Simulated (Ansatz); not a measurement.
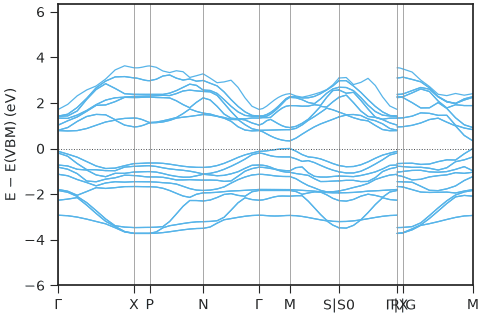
Fig. 1. Band structure from DFT-PBEsol with spin–orbit coupling in the program Ansatz with PAW potentials

### Question
Read off the gap and where the band edges lie.

### Answer
About 0.3 eV (0.33 eV by a search for the band edges); maximum at M, minimum at M.

The material is Ba$_{4}$Sb$_{2}$O in space group I4/mmm (No. 139; Ba on 4e, Ba on 4c, Sb on 4e, O on 2b).

The workflow started from a Materials Project entry (that database holds measured and hypothetical structures alike); the Crystallography Open Database files this formula in space group No. 139, but the cells were not matched. Its standing as an ambient phase is unchecked. The cell was relaxed with PBEsol under the symmetry of its start; its stability against distortions is not shown here.

Potentials: the later of the program's two PAW sets.
